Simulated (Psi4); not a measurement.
# UM06-L/cc-pVTZ run of [CF2]+ (SMILES F[C+]F)

Aim: the vertical doublet–quartet gap of [CF2]+ at UM06-L/cc-pVTZ, from 2 runs. 

Program for the calculation: Psi4 1.11.

1 further run of the same task is left out (it didn't finish).

**1. Starting point**

[CF2]+: 3 atoms, total charge +1, spin state doublet. SMILES: `F[C+]F`. Geometry: relaxed at PBE0-D4/def2-TZVP.

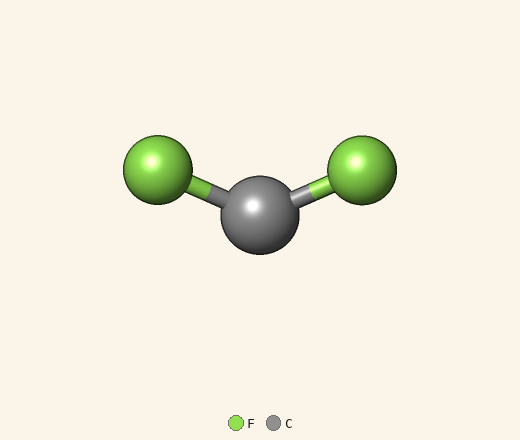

Viewed from a chosen angle; fluorine green, carbon grey.

**2. Energy and gradient at UM06-L/cc-pVTZ**

Input file input.inp:

```
memory 2200 mb

molecule geom {
  1 2
  F
  C 1 R2
  F 2 R3 1 A3

  R2 = 1.213602
  R3 = 1.2136
  A3 = 124.64807
  units angstrom
  symmetry c1
  no_reorient
  no_com
}

set {
  basis cc-pVTZ
  reference uks
  puream true
  e_convergence 1e-09
  d_convergence 1e-08
  scf_type pk
  dft_radial_points 99
  dft_spherical_points 590
  maxiter 100
}

e, wfn = gradient("m06-l", return_wfn=True)
print_variables()
```

The run is started by

```console
psi4 -i input.inp -o input.out -n 1
```

input.out, cut to the lines that bear on the results:

```text
[...]
  Running in c1 symmetry.
[...]
  Nuclear repulsion =   67.033258141160943
[...]
  Multiplicity = 2
[...]
  Nalpha       = 12
  Nbeta        = 11
[...]
    Number of basis functions: 90
[...]
   @UKS iter   1:  -237.32892989829625    3.43595e-01   2.24662e-03 DIIS/ADIIS
[...]
   @UKS iter  12:  -237.34678829541957   -1.59162e-12   3.68512e-09 DIIS
[...]
   @S^2 Observed:                7.540789845E-01
[...]
    Orbital Energies [Eh]
    ---------------------
    Alpha Occupied:
       1A    -24.970757     2A    -24.970756     3A    -10.673217
       4A     -1.712771     5A     -1.658873     6A     -1.031785
       7A     -0.956855     8A     -0.897700     9A     -0.897247
      10A     -0.805308    11A     -0.789099    12A     -0.638983
    Alpha Virtual:
      13A     -0.464639    14A     -0.168312    15A     -0.086389
      16A      0.024664    17A      0.028061    18A      0.034596
      19A      0.094215    20A      0.315537    21A      0.329189
      22A      0.342179    23A      0.403695    24A      0.432481
      25A      0.503457    26A      0.532276    27A      0.535405
[...]
  @UKS Final Energy:  -237.34678829541957
   => Energetics <=
    Nuclear Repulsion Energy =             67.0332581411609425
    One-Electron Energy =                -452.8136765369076784
    Two-Electron Energy =                 174.3666958821596893
    DFT Exchange-Correlation Energy =     -25.9330657818325321
    Empirical Dispersion Energy =           0.0000000000000000
    VV10 Nonlocal Energy =                  0.0000000000000000
    Total Energy =                       -237.3467882954195716
[...]
 Multipole Moments:
 ------------------------------------------------------------------------------------
     Multipole            Electronic (a.u.)      Nuclear  (a.u.)        Total (a.u.)
 ------------------------------------------------------------------------------------
 L = 1.  Multiply by 2.5417464519 to convert [e a0] to [Debye]
 Dipole X            :         -0.1133438           -0.2260526           -0.3393965
 Dipole Y            :         -0.0594503           -0.1185598           -0.1780101
 Dipole Z            :         -0.0000000            0.0000000           -0.0000000
 Magnitude           :                                                    0.3832461
[...]
  -Total Gradient:
     Atom            X                  Y                   Z
    ------   -----------------  -----------------  -----------------
       1       -0.000625857238    -0.003139132175    -0.000000000000
       2        0.003574718009     0.001872527817    -0.000000000000
       3       -0.002940175088     0.001271158480     0.000000000000
[...]
```

Run time: 63 s. Hardware: 1 thread of Intel Xeon at 2.50GHz (Skylake/Cascade Lake), shared host; peak memory 1.3 GiB.

**3. The quartet at the same level**

Input file cf2.inp:

```
memory 2200 MB

molecule system {
  1 4
  F
  C 1 R2
  F 2 R3 1 A3

  R2 = 1.213602
  R3 = 1.2136
  A3 = 124.64807
  symmetry c1
  no_reorient
  no_com
}

set basis cc-pVTZ
set reference uks
set puream true
set e_convergence 1e-09
set d_convergence 1e-08
set scf_type pk
set dft_radial_points 99
set dft_spherical_points 590
set maxiter 100

e, wfn = gradient("m06-l", return_wfn=True)
oeprop(wfn, "WIBERG_LOWDIN_INDICES", "DIPOLE", "MULLIKEN_CHARGES")
```

The run is started by

```console
psi4 -i cf2.inp -o cf2.out -n 1
```

cf2.out, cut to the lines that bear on the results:

```text
[...]
  Running in c1 symmetry.
[...]
  Nuclear repulsion =   67.033258141160943
[...]
  Multiplicity = 4
[...]
  Nalpha       = 13
  Nbeta        = 10
[...]
    Number of basis functions: 90
[...]
   @UKS iter   1:  -236.99359782162918    6.78927e-01   3.58419e-03 DIIS/ADIIS
[...]
   @UKS iter  12:  -237.04671510248519   -8.81073e-13   2.83763e-09 DIIS
[...]
   @S^2 Observed:                3.758326644E+00
[...]
  @UKS Final Energy:  -237.04671510248519
   => Energetics <=
    Nuclear Repulsion Energy =             67.0332581411609425
    One-Electron Energy =                -452.1942830578116173
    Two-Electron Energy =                 174.0846948532549163
    DFT Exchange-Correlation Energy =     -25.9703850390894395
    Empirical Dispersion Energy =           0.0000000000000000
    VV10 Nonlocal Energy =                  0.0000000000000000
    Total Energy =                       -237.0467151024851944
[...]
  -Total Gradient:
     Atom            X                  Y                   Z
    ------   -----------------  -----------------  -----------------
       1       -0.036402497952    -0.166855872308     0.000000000000
       2        0.194352162221     0.101931149354    -0.000000000000
       3       -0.157963393659     0.064917518185     0.000000000000
[...]
 Multipole Moments:
 ------------------------------------------------------------------------------------
     Multipole            Electronic (a.u.)      Nuclear  (a.u.)        Total (a.u.)
 ------------------------------------------------------------------------------------
 L = 1.  Multiply by 2.5417464519 to convert [e a0] to [Debye]
 Dipole X            :          0.1985999           -0.2260526           -0.0274527
 Dipole Y            :          0.1041648           -0.1185598           -0.0143950
 Dipole Z            :         -0.0000000            0.0000000           -0.0000000
 Magnitude           :                                                    0.0309979
[...]
  Mulliken Charges: (a.u.)
   Center  Symbol    Alpha    Beta     Spin     Total
       1     F     4.65490  4.03438  0.62052  0.31073
       2     C     3.69021  1.93124  1.75897  0.37855
       3     F     4.65489  4.03438  0.62051  0.31072
   Total alpha = 13.00000, Total beta = 10.00000, Total charge =  1.00000
  Wiberg Bond Indices using Orthogonal Lowdin Orbitals:
  Total Bond Index:
  Irrep: 1 Size: 3 x 3
[...]
```

It took 60 s on 1 thread of Intel Xeon at 2.50GHz (Skylake/Cascade Lake), shared host; peak memory 1.3 GiB.

**4. What came out**

Level: UM06-L/cc-pVTZ.

| quantity | value |
| --- | --- |
| doublet: total energy | -237.34679 Eh |
| doublet: HOMO energy (highest over α and β) | -17.39 eV |
| doublet: LUMO energy (lowest over α and β) | -13.70 eV |
| doublet: ⟨S²⟩ | 0.754 |
| doublet: largest force on an atom | 0.208 eV/Å |
| quartet: total energy | -237.04672 Eh |
| quartet: HOMO energy (highest over α and β) | -12.87 eV |
| quartet: ⟨S²⟩ | 3.758 |
| quartet: largest force on an atom | 11.285 eV/Å |
| vertical energy of the quartet above the doublet | 8.165 eV |

At this shape the quartet lies 8.17 eV (788 kJ/mol) above the doublet.
